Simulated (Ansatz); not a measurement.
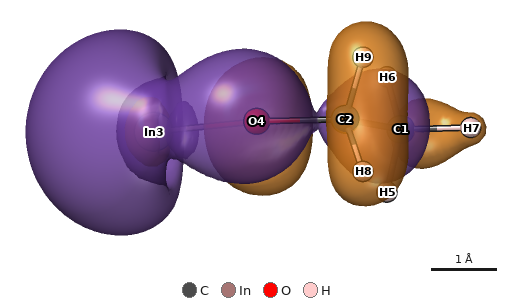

C$_{2}$H$_{5}$InO. The HOMO at ±0.08 Å⁻³ᐟ² (orange and purple are the two phases), seen from one side.

Geometry: B3LYP-D3(BJ)/def2-SVP; core potentials replace the inner electrons of In.

All numbers below come from isolated molecule in a Gaussian basis; Kohn-Sham density functional theory, functional PBE0 in Ansatz 0.2.0.

The calculation's input:

```
crystal:
  periodic: [false, false, false]
  atoms:
    - {symbol: C, position_ang: [0.318963, -0.716515, -0.621302]}
    - {symbol: C, position_ang: [-0.345893, 0.467310, 0.079236]}
    - {symbol: In, position_ang: [-0.291318, -0.831376, 3.142298]}
    - {symbol: O, position_ang: [-0.497994, 0.273774, 1.444177]}
    - {symbol: H, position_ang: [1.322195, -0.898722, -0.200106]}
    - {symbol: H, position_ang: [-0.280881, -1.631933, -0.482474]}
    - {symbol: H, position_ang: [0.428601, -0.539136, -1.704396]}
    - {symbol: H, position_ang: [0.256757, 1.380863, -0.115033]}
    - {symbol: H, position_ang: [-1.333602, 0.653564, -0.395366]}
basis:
  gaussian: {orbitals: def2-TZVPD}
total_charge: 0
hamiltonian: {xc: pbe0}
output: {forces: true, orbitals: {seedname: orbitals}}
```

Command:

```sh
ansatz run input.yaml --threads 2 --pin off --max-ram 4350MiB --events-out events.jsonl --progress --plain --runs-dir runs
```

### Describe this orbital and give its energy.

Its weight (Hirshfeld) is mainly on O4 (about 45 %), In3 (about 35 %), C2 (about 10 %) and C1 (about 5 %). Its energy is −6.72 eV.
